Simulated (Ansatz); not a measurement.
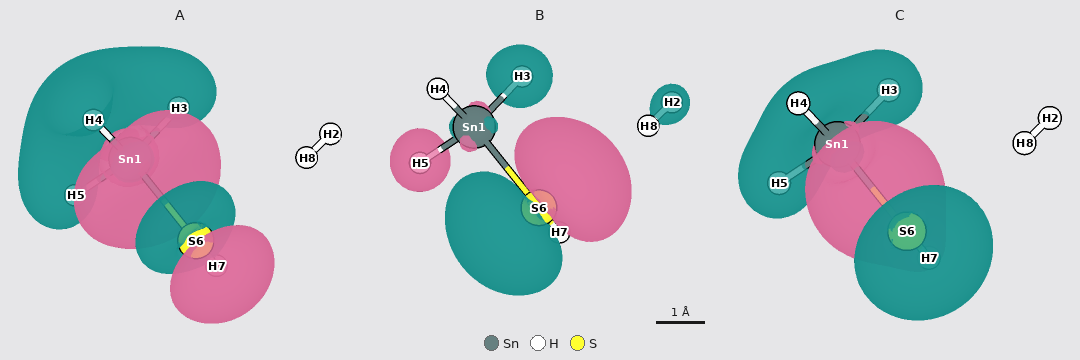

*H4SSn···H2. Three frontier orbitals at ±0.08 Å⁻³ᐟ² (teal and pink are the two phases), in no order.*

Core potentials replace the inner electrons of Sn.

Theory: Ansatz, RKS PBE-D4/def2-SVP.

The calculation's input:

```
crystal:
  periodic: [false, false, false]
  atoms:
    - { symbol: Sn, position_ang: [-0.568091, 0.013949, -0.47052] }
    - { symbol: H, position_ang: [0.12407, 0.113396, 2.394512] }
    - { symbol: H, position_ang: [0.876125, -0.193294, 0.45755] }
    - { symbol: H, position_ang: [-0.508811, 1.513519, -1.321874] }
    - { symbol: H, position_ang: [-0.748625, -1.301714, -1.574638] }
    - { symbol: S, position_ang: [-2.540082, -0.007664, 0.972205] }
    - { symbol: H, position_ang: [-3.072039, -1.054605, 0.278858] }
    - { symbol: H, position_ang: [-0.548148, 0.043614, 2.652908] }
basis:
  gaussian: { orbitals: def2-SVP }
hamiltonian:
  xc: pbe
  dispersion: d4
relax:
  f_tol: 0.03
  max_steps: 50
output:
  orbitals: {}
```

Command:

```sh
ansatz run input.yaml --threads 1 --pin off --max-ram 2048MiB --backend cpu --events-out ev --progress --plain --runs-dir out
```

The fields are those of the run's last geometry, not of the input's.

Order the three orbitals by energy and name them.

Answer. C is the HOMO−1 (−7.57 eV). By Hirshfeld shares it lies mainly on S6 (about 65 %) and Sn1 (about 25 %). B is the HOMO (−5.91 eV). Its weight (Hirshfeld) is mainly on S6 (about 80 %) and Sn1 (about 5 %); largely a lone pair of S6. A is the LUMO (−1.42 eV). By Hirshfeld shares it lies mainly on Sn1 (about 50 %), S6 (about 30 %), H3 (about 5 %) and H5 (about 5 %).

What is the HOMO–LUMO gap?

Answer. 4.49 eV between the orbital energies.
